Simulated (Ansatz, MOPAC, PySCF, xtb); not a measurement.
N2 (SMILES N#N) and GeH4 (SMILES [GeH4]) are pulled apart as rigid monomers along the line of their centres of mass, from the B3LYP-D3(BJ)/def2-TZVP minimum. Starting geometry (charge 0, multiplicity 1):
```csv
atom,x (Å),y (Å),z (Å)
N,-0.2136,-0.0766,-1.1125
N,-0.5000,0.3781,-0.1633
Ge,0.1417,-0.0591,3.3546
H,0.5198,-0.3805,4.8089
H,-0.5392,-1.2822,2.7233
H,1.4116,0.2837,2.5621
H,-0.8204,1.1366,3.3268
```

Interaction energies with rigid monomers; basis-set methods are counterpoise corrected unless marked otherwise.

Rows in 6-31G* carry no dispersion term and start afresh at each structure (6-31G* with six Cartesian d functions); the Pople sets are all-electron and without relativity. The state that PM6 reach isn't checked.

Run with Ansatz (Gaussian basis) for Hartree–Fock, density functionals and correlated methods; MOPAC for PM6 (differences of heats of formation); PySCF for 6-31G* rows, the dispersion terms; xtb for the GFN methods. Values without a source in brackets are computed.

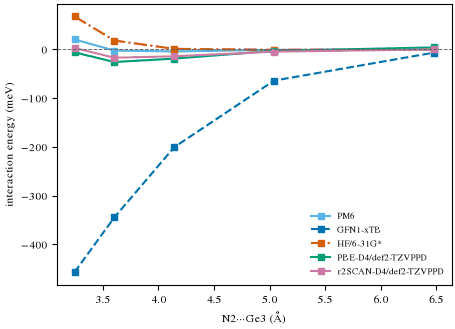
*Interaction energy against separation*

Question: Which level binds most strongly at N2···Ge3 = 3.60, and by how much?

Answer: GFN1-xTB, -344 meV.

Ansatz is a first-principles code.
